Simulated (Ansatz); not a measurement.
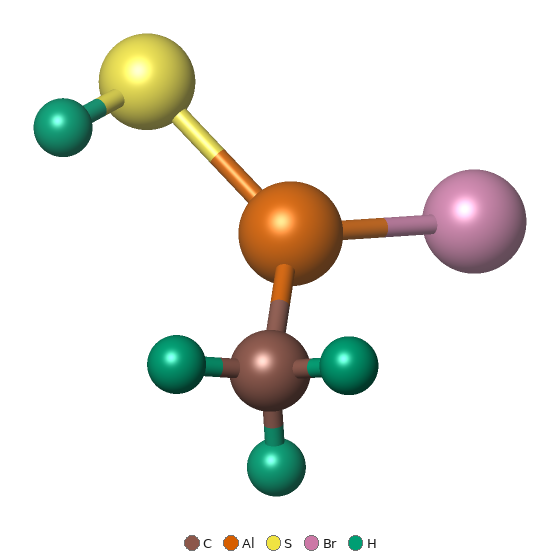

The picture shows a molecular structure as a ball-and-stick model. Every bond is drawn as one stick, whatever its order.

Computed geometry: PBE0-D4/def2-TZVP optimisation.

**Give the formula.**

CH₄AlBrS, 8 atoms: 1 carbon, 4 hydrogen, 1 aluminium, 1 bromine and 1 sulfur.

**How many bonds of each kind are drawn?**

3 C–H, 1 C–Al, 1 Al–S, 1 Al–Br, 1 S–H.

**Give the symmetry (Schoenflies symbol).**

Cs.

The parts below concern this one geometry. Atoms keep their numbers from picture to picture.

### Shape

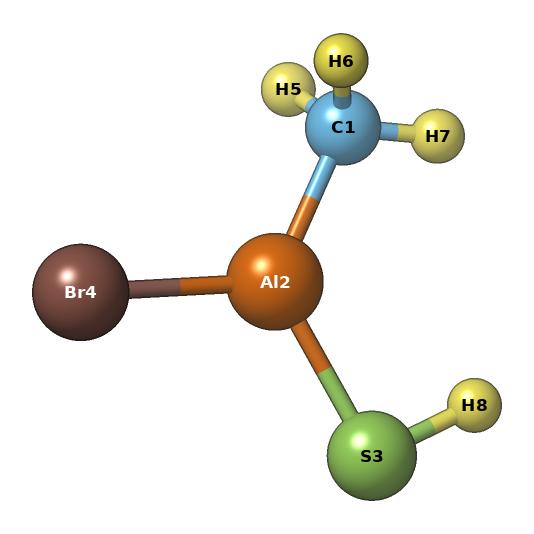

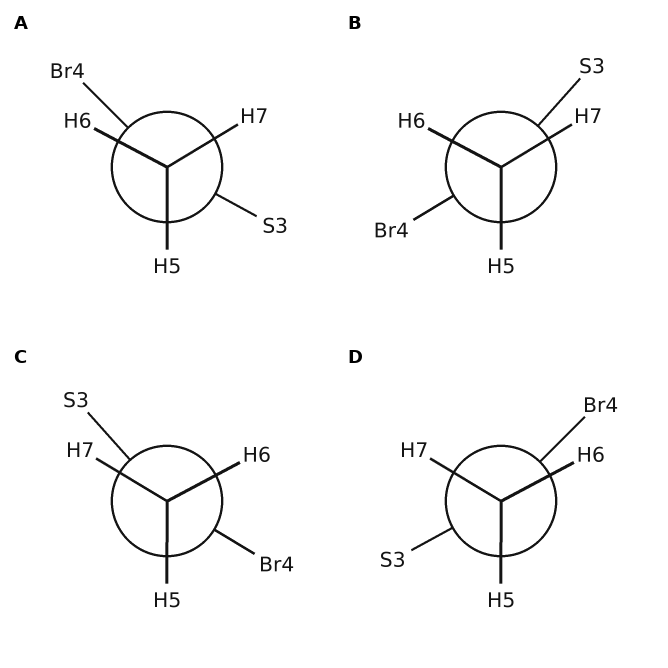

Atoms fade into the background with distance from the viewer. Bonds that would overlap in a projection are set slightly apart.

**Which Newman projection shows the view along C1–Al2, with C1 in front?**

C. The torsion angle H5–C1–Al2–Br4 is −59°, synclinal (gauche).

### Vibrations

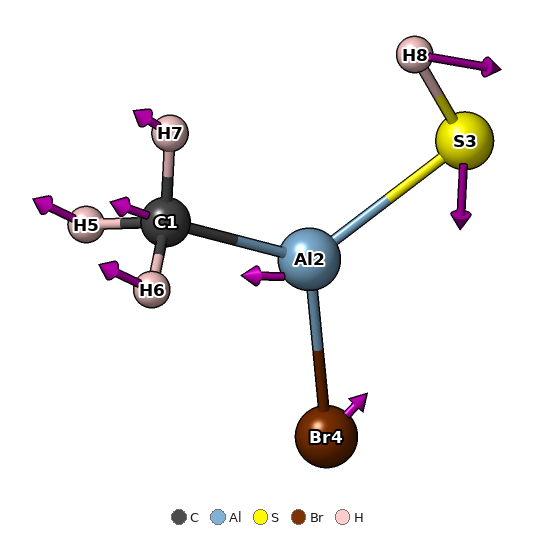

The arrows show one normal mode. Harmonic vibrations computed with RKS PBE0-D4/def2-TZVP (Ansatz 0.2.0) at a stationary point of the same level.

**What kind of motion is it?**

Mostly Br–Al–S bending.

**At what wavenumber does it lie?**

115 cm⁻¹; it is mode 2 of 18 counted from the lowest.

### Levels of theory compared

Program: Ansatz 0.2.0.

Tabulate dipole (D) at these levels: B3LYP-D4/def2-TZVPP; PBE-D4/def2-TZVPP; PBE0-D4/def2-TZVP; r2SCAN-D4/def2-TZVPP; ωB97M-V/def2-TZVPP.

| level | dipole (D) |
| --- | --- |
| B3LYP-D4/def2-TZVPP | 2.50 |
| PBE-D4/def2-TZVPP | 2.45 |
| PBE0-D4/def2-TZVP | 2.57 |
| r2SCAN-D4/def2-TZVPP | 2.55 |
| ωB97M-V/def2-TZVPP | 2.53 |

### Charges

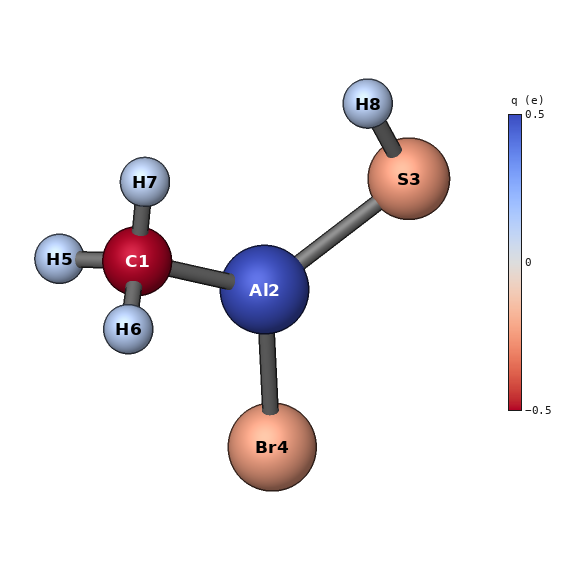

Atoms are coloured by their Mulliken charges. Method: RKS ωB97M-V/def2-TZVPP (Ansatz 0.2.0).

**Which atom carries the highest charge (most positive or least negative)?**

Al2 (0.49 e).

**And the lowest?**

C1 (−0.50 e).

List the Mulliken charges.

```tsv
atom	value (e)
C1	−0.50
Al2	0.49
S3	−0.24
Br4	−0.22
H5	0.12
H6	0.12
H7	0.11
H8	0.12
```

Mulliken values depend strongly on the basis set and can even reverse the polarity of a bond.
